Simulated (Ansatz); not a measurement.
# Nudged elastic band, with input and output: BSiNH$_{8}$ (part 2 of 2)

Continued. System: BSiNH$_{8}$. Method: RKS BLYP-D4/6-31G* (Ansatz 0.2.0). It belongs to a series of runs on one base structure; here: band between the two ends.

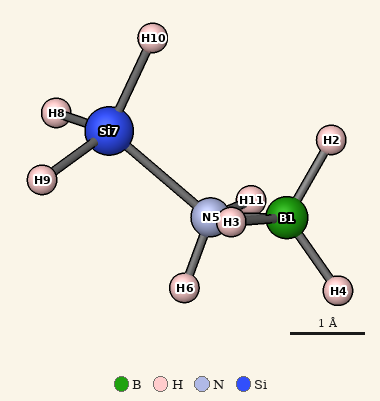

Figure 1. The input geometry (ball-and-stick view, seen at a tilt; atoms are numbered from 1 in the order of the input).

**The last band as extended XYZ, continued**
```
11
Properties=species:S:1:pos:R:3:forces:R:3 image=3 energy=-10172.15328
B     0.1019   -0.0291    0.2355   -0.0596   0.3057  -0.0175
H    -0.8367    0.5067    0.8287    0.1344   0.2693  -0.1789
H     1.1712    0.3865    0.6185    0.1508  -0.0201  -0.0937
H    -0.0927   -0.1120   -0.9532    0.1696  -0.0253  -0.0811
N    -0.0822   -1.6289    0.8833   -0.1576   0.1347   0.1032
H    -0.4692   -2.2931    0.2013   -0.0019   0.1046  -0.0189
Si    1.1850   -2.3291    1.9796   -0.0271   0.0470   0.0332
H     0.7795   -3.7277    2.3308   -0.0051   0.0307   0.0048
H     2.5213   -2.3603    1.3220   -0.1086   0.0649  -0.1201
H     1.2096   -1.4726    3.1923   -0.0176   0.0339   0.0242
H    -0.8620   -1.1553    1.3681   -0.0774  -0.9455   0.3449
11
Properties=species:S:1:pos:R:3:forces:R:3 image=4 energy=-10171.11653
B     0.0821   -0.1908    0.2803   -0.0072  -0.0026   0.0036
H    -0.9908    0.2924    0.9807    0.0017  -0.0022  -0.0012
H     1.0025    0.4412    0.7276    0.0002  -0.0008   0.0008
H    -0.2457   -0.0641   -0.8685    0.0016   0.0002  -0.0008
N     0.0300   -1.7111    0.8197    0.0092  -0.0013   0.0004
H    -0.4202   -2.3660    0.1766   -0.0023   0.0007   0.0015
Si    1.2484   -2.3435    1.9256   -0.0007   0.0030  -0.0033
H     0.9005   -3.7635    2.2485   -0.0005   0.0003  -0.0001
H     2.6341   -2.3006    1.3567    0.0001  -0.0012  -0.0008
H     1.2290   -1.5202    3.1723   -0.0010  -0.0005   0.0015
H    -0.8443   -0.6888    1.1874   -0.0011   0.0045  -0.0016
11
Properties=species:S:1:pos:R:3:forces:R:3 image=5 energy=-10172.80963
B     0.5160   -0.5484   -0.1720    0.0076  -0.0034   0.0038
H    -1.9906    0.5249    2.1131   -0.0104  -0.0038   0.0074
H     1.3180    0.2465    0.2481    0.0037   0.0022  -0.0109
H    -0.1880   -0.2971   -1.1141   -0.0011  -0.0021  -0.0050
N     0.4113   -1.8011    0.4745    0.0267  -0.0158   0.0258
H    -0.2697   -2.4721    0.1084   -0.0008   0.0101  -0.0028
Si    1.3969   -2.3419    1.8531   -0.0151   0.0001  -0.0403
H     0.8956   -3.6953    2.2484   -0.0044   0.0035   0.0053
H     2.8411   -2.4463    1.4827   -0.0007   0.0003   0.0040
H     1.2641   -1.4005    3.0037    0.0003   0.0031   0.0064
H    -1.5691    0.0165    1.7612   -0.0057   0.0059   0.0063
11
Properties=species:S:1:pos:R:3:forces:R:3 image=6 energy=-10172.83748
B     0.6069   -0.7949   -0.4487    0.0109  -0.0042   0.0075
H    -1.8838    0.5422    2.3824    0.0189  -0.0153  -0.0180
H     1.6777   -0.2476   -0.4202   -0.0104  -0.0019   0.0003
H    -0.1981   -0.5703   -1.3142   -0.0031   0.0012  -0.0006
N     0.2886   -1.7281    0.5674   -0.0027   0.0018  -0.0048
H    -0.6312   -2.1764    0.5029    0.0072   0.0034  -0.0004
Si    1.3227   -2.2467    1.9136    0.0020  -0.0014   0.0017
H     1.7367   -3.6780    1.7555   -0.0038   0.0074   0.0020
H     2.5248   -1.3674    1.9203   -0.0043  -0.0065   0.0005
H     0.5790   -2.1297    3.2078    0.0050   0.0010  -0.0054
H    -1.3978    0.1818    1.9402   -0.0196   0.0145   0.0174
```

The run was set up as follows.

**The input**
```yaml
crystal:
  periodic: [false, false, false]
  atoms:
    - { symbol: B, position_ang: [-0.000924, -0.080449, 0.369074] }
    - { symbol: H, position_ang: [-0.479334, 0.484087, 1.333799] }
    - { symbol: H, position_ang: [1.193001, 0.129743, 0.222191] }
    - { symbol: H, position_ang: [-0.643665, 0.037724, -0.657019] }
    - { symbol: "N", position_ang: [-0.093168, -1.732783, 0.763855] }
    - { symbol: H, position_ang: [0.055722, -2.279142, -0.096271] }
    - { symbol: Si, position_ang: [1.177843, -2.12324, 2.019471] }
    - { symbol: H, position_ang: [0.88859, -3.476276, 2.596537] }
    - { symbol: H, position_ang: [2.478078, -2.145211, 1.303371] }
    - { symbol: H, position_ang: [1.09943, -1.084455, 3.074184] }
    - { symbol: H, position_ang: [-1.050072, -1.944998, 1.077808] }
basis:
  gaussian: { orbitals: "6-31G*" }
hamiltonian:
  xc: blyp
  dispersion: d4
neb:
  order_check: false
  images: 5
  f_tol: 0.05
  max_iterations: 60
  final_atoms:
    - { symbol: B, position_ang: [0.6069045, -0.79488041, -0.44866382] }
    - { symbol: H, position_ang: [-1.88375139, 0.54218399, 2.38241431] }
    - { symbol: H, position_ang: [1.67770101, -0.24758983, -0.42020102] }
    - { symbol: H, position_ang: [-0.19813942, -0.57032664, -1.31421764] }
    - { symbol: "N", position_ang: [0.28859391, -1.72805764, 0.56735208] }
    - { symbol: H, position_ang: [-0.63119781, -2.17641132, 0.50289442] }
    - { symbol: Si, position_ang: [1.32274318, -2.24672602, 1.91359511] }
    - { symbol: H, position_ang: [1.73666962, -3.67799064, 1.75547847] }
    - { symbol: H, position_ang: [2.52479161, -1.36736235, 1.92032902] }
    - { symbol: H, position_ang: [0.57897376, -2.12968549, 3.20784574] }
    - { symbol: H, position_ang: [-1.39778797, 0.18184634, 1.94017332] }
  initial_path:
    images:
      - { positions_ang: [[-0.000924, -0.080449, 0.369074], [-0.479334, 0.484087, 1.333799], [1.193001, 0.129743, 0.222191], [-0.643665, 0.037724, -0.657019], [-0.093168, -1.732783, 0.763855], [0.055722, -2.279142, -0.096271], [1.177843, -2.12324, 2.019471], [0.88859, -3.476276, 2.596537], [2.478078, -2.145211, 1.303371], [1.09943, -1.084455, 3.074184], [-1.050072, -1.944998, 1.077808]] }
      - { positions_ang: [[0.01042419, -0.0520859, 0.2438052], [-0.31180268, 0.32594321, 1.40027529], [1.15106734, 0.08048224, -0.0502235], [-0.76022311, 0.03296414, -0.64080652], [-0.03833533, -1.73803911, 0.7034157], [-0.11576432, -2.35198984, -0.04679097], [1.12495382, -2.1445197, 2.03733825], [0.98364949, -3.52990927, 2.44545365], [2.43087335, -1.95019795, 1.54056874], [0.83586222, -1.29505658, 3.13562968], [-0.68520399, -1.59259125, 1.23833448]] }
      - { positions_ang: [[0.02177238, -0.02372279, 0.11853641], [-0.14427137, 0.16779942, 1.46675159], [1.10913369, 0.03122149, -0.322638], [-0.87678121, 0.02820428, -0.62459405], [0.01649734, -1.74329522, 0.64297639], [-0.28725063, -2.42483769, 0.00268906], [1.07206465, -2.1657994, 2.05520551], [1.07870898, -3.58354254, 2.29437031], [2.3836687, -1.75518489, 1.77776647], [0.57229445, -1.50565816, 3.19707535], [-0.32033597, -1.24018449, 1.39886095]] }
      - { positions_ang: [[0.03312057, 0.00464031, -0.00673239], [0.02325995, 0.00965563, 1.53322788], [1.06720003, -0.01803927, -0.59505249], [-0.99333932, 0.02344441, -0.60838157], [0.07133001, -1.74855133, 0.58253709], [-0.45873695, -2.49768553, 0.05216909], [1.01917547, -2.1870791, 2.07307276], [1.17376847, -3.63717581, 2.14328696], [2.33646405, -1.56017184, 2.01496421], [0.30872667, -1.71625975, 3.25852103], [0.04453204, -0.88777774, 1.55938743]] }
      - { positions_ang: [[0.22438188, -0.2618666, -0.15404286], [-0.6124105, 0.18716508, 1.81629002], [1.27070036, -0.09455612, -0.53676867], [-0.72827269, -0.17447927, -0.84366026], [0.14375131, -1.7417201, 0.57747542], [-0.51622391, -2.39059413, 0.20241087], [1.12036471, -2.2069614, 2.01991354], [1.36140219, -3.65078075, 2.01401746], [2.3992399, -1.49590201, 1.98341915], [0.39880904, -1.85406833, 3.24162927], [-0.4362413, -0.53123638, 1.68631606]] }
      - { positions_ang: [[0.41564319, -0.5283735, -0.30135334], [-1.24808094, 0.36467454, 2.09935217], [1.47420069, -0.17107298, -0.47848485], [-0.46320606, -0.37240296, -1.07893895], [0.21617261, -1.73488887, 0.57241375], [-0.57371086, -2.28350273, 0.35265264], [1.22155395, -2.22684371, 1.96675433], [1.54903591, -3.66438569, 1.88474797], [2.46201576, -1.43163218, 1.95187408], [0.4888914, -1.99187691, 3.22473751], [-0.91701464, -0.17469502, 1.81324469]] }
      - { positions_ang: [[0.6069045, -0.79488041, -0.44866382], [-1.88375139, 0.54218399, 2.38241431], [1.67770101, -0.24758983, -0.42020102], [-0.19813942, -0.57032664, -1.31421764], [0.28859391, -1.72805764, 0.56735208], [-0.63119781, -2.17641132, 0.50289442], [1.32274318, -2.24672602, 1.91359511], [1.73666962, -3.67799064, 1.75547847], [2.52479161, -1.36736235, 1.92032902], [0.57897376, -2.12968549, 3.20784574], [-1.39778797, 0.18184634, 1.94017332]] }
```

Command:
```bash
ansatz run input.yaml --threads 1 --pin off --max-ram 2048MiB --backend cpu --events-out ev --progress --plain --runs-dir out
```

**Summary**

```tsv
quantity	value
outcome	converged
barrier, forward	1.427 eV
barrier, backward	1.721 eV
hardware	1 thread of Intel Xeon @ 2.50GHz (Skylake/Cascade Lake), 32 GiB of memory available, shared host
wall time	7.2 min
peak memory	0.14 GiB
```

**Remarks**

The order of the saddle point was not checked.
